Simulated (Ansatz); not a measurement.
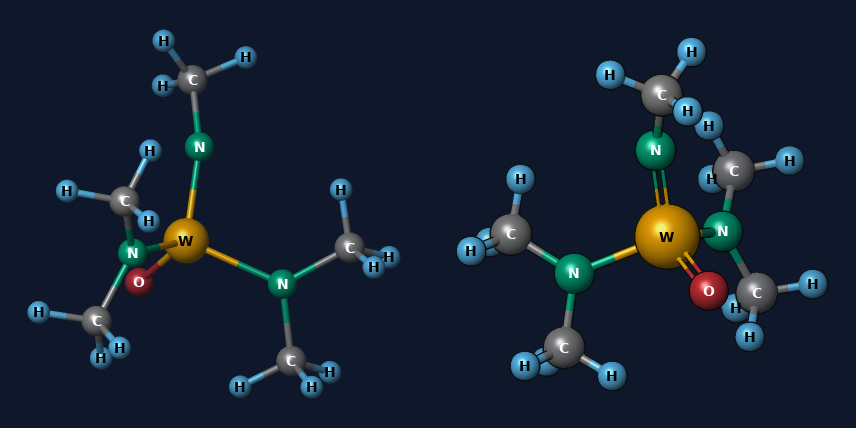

The same structure drawn twice, from different directions.

Charge 0, singlet.

Question: Give the formula.

Answer: C5H15N3OW, 25 atoms: 5 carbon, 15 hydrogen, 3 nitrogen, 1 oxygen and 1 tungsten.

Question: How many bonds of each kind are drawn?

Answer: 15 C–H, 5 C–N, 3 N–W, 1 O–W.

Question: Give a SMILES string for it.

Answer: C[N]=[W](=[O])([N](C)C)[N](C)C

The parts below concern this one geometry. Atoms keep their numbers from picture to picture. Computed geometry: PBE0-D4/def2-TZVP optimisation. No frequency run is at hand to confirm it as a minimum.

Shape

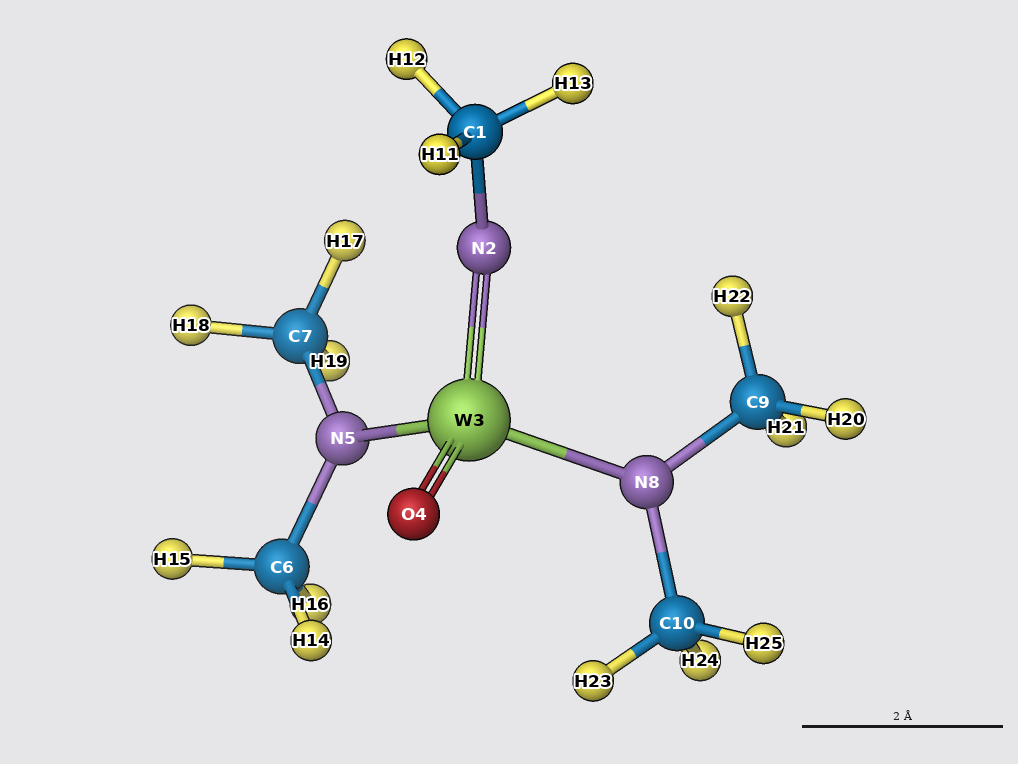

Numbered structure. No frequency run is at hand to confirm it as a minimum.

Estimate the angles N2–C1–H11, N2–C1–H12, N2–W3–O4, N2–W3–N5, W3–N5–C7, O4–W3–N5, N5–C6–H14, N5–C6–H15, N5–C7–H17, N5–C7–H18, N5–C7–H19, C6–N5–C7.

| angle | degrees |
| --- | --- |
| N2–C1–H11 | 112.5 |
| N2–C1–H12 | 110.3 |
| N2–W3–O4 | 115.2 |
| N2–W3–N5 | 106.4 |
| W3–N5–C7 | 127.3 |
| O4–W3–N5 | 108.9 |
| N5–C6–H14 | 111.1 |
| N5–C6–H15 | 110.8 |
| N5–C7–H17 | 110.5 |
| N5–C7–H18 | 110.8 |
| N5–C7–H19 | 111.2 |
| C6–N5–C7 | 112.8 |

Electronic properties

No frequency run is at hand to confirm it as a minimum. Method: RKS BHLYP-D4/def2-TZVPP, core potentials on W (Ansatz 0.2.0).

What does the calculation give?

- HOMO energy (Kohn–Sham orbital): −7.35 eV
- LUMO energy (Kohn–Sham orbital): 0.63 eV
- HOMO–LUMO gap: 7.98 eV
- dispersion correction: −85.2 kJ/mol

Dipole moment

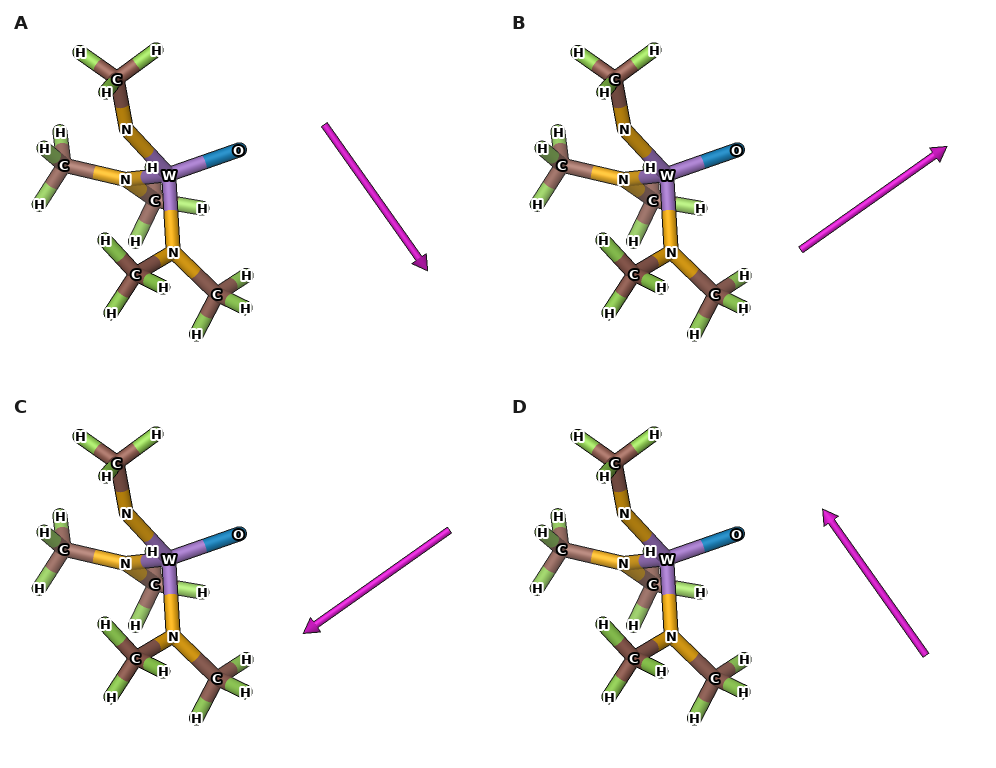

The same molecule four times, each with an arrow. No frequency run is at hand to confirm it as a minimum. Level of theory: RKS PBE-D4/def2-TZVPP, core potentials on W (Ansatz 0.2.0).

Question: Which arrow points along the dipole moment, from the negative to the positive end?

Answer: C. The dipole moment is 2.90 D.

Charges

The questions are on Mulliken charges. No frequency run is at hand to confirm it as a minimum. Level of theory: RKS PBE0-D4/def2-TZVP, core potentials on W (Ansatz 0.2.0).

Question: Which atom carries the highest charge (most positive or least negative)?

Answer: W3 (1.04 e).

Question: And the lowest?

Answer: O4 (−0.52 e).

List the Mulliken charges.

```csv
atom,value (e)
C1,−0.26
N2,−0.46
W3,1.04
O4,−0.52
N5,−0.32
C6,−0.29
C7,−0.28
N8,−0.32
C9,−0.28
C10,−0.29
H11,0.14
H12,0.13
H13,0.13
H14,0.15
H15,0.13
H16,0.12
H17,0.15
H18,0.12
H19,0.12
H20,0.12
H21,0.12
H22,0.15
H23,0.15
H24,0.12
H25,0.13
```

Mulliken values depend strongly on the basis set and can even reverse the polarity of a bond.
